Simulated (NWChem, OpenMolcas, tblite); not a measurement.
SnSiH4OF (SMILES [F][SnH][O][SiH3]): methods side by side

SnSiH4OF: 8 atoms, total charge 0, spin state doublet. As SMILES, `[F][SnH][O][SiH3]`. The coordinates come from a PBE0-D4/def2-TZVP relaxation. This is one conformer, not always the lowest.

Quantity: the vertical ionisation energy (to the singlet cation), in eV. The values are calculated.

```json
{"level": "GFN1-xTB", "kind": "semi-empirical", "program": "tblite", "value (eV)": "14.36"}
{"level": "IPEA1-xTB", "kind": "semi-empirical", "program": "tblite", "value (eV)": "13.95"}
{"level": "UHF/def2-SVP (core potential)", "kind": "Hartree–Fock", "program": "NWChem", "value (eV)": "9.45"}
{"level": "USVWN5/def2-SVP (core potential)", "kind": "LDA", "program": "OpenMolcas", "value (eV)": "8.88"}
{"level": "UBLYP/def2-SVP (core potential)", "kind": "GGA", "program": "OpenMolcas", "value (eV)": "8.68"}
{"level": "U-r2SCAN/def2-SVP (core potential)", "kind": "meta-GGA", "program": "OpenMolcas", "value (eV)": "9.16"}
{"level": "UPBE0/def2-SVP (core potential)", "kind": "global hybrid", "program": "NWChem", "value (eV)": "9.24"}
{"level": "UMP2/def2-SVP (core potential)", "kind": "perturbation theory", "program": "NWChem", "value (eV)": "9.05"}
```

Spin-orbit coupling, which can split open shells on such heavy atoms by tenths of an eV, is left out. The values span 8.68 to 14.36 eV. The xTB values lack the empirical shift that such differences need. In the correlated wave-function rows the outer d shell of Sn is correlated, in sets not made for it.

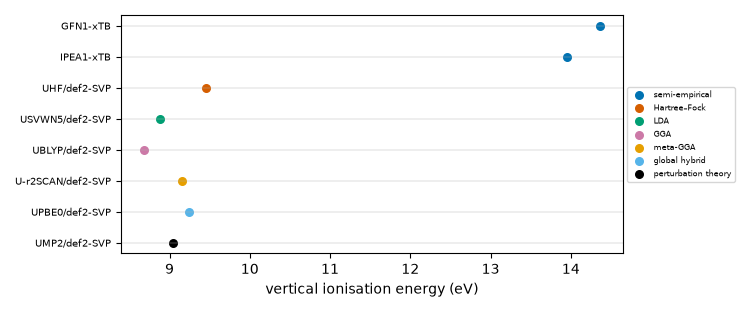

The values of the table, level by level.
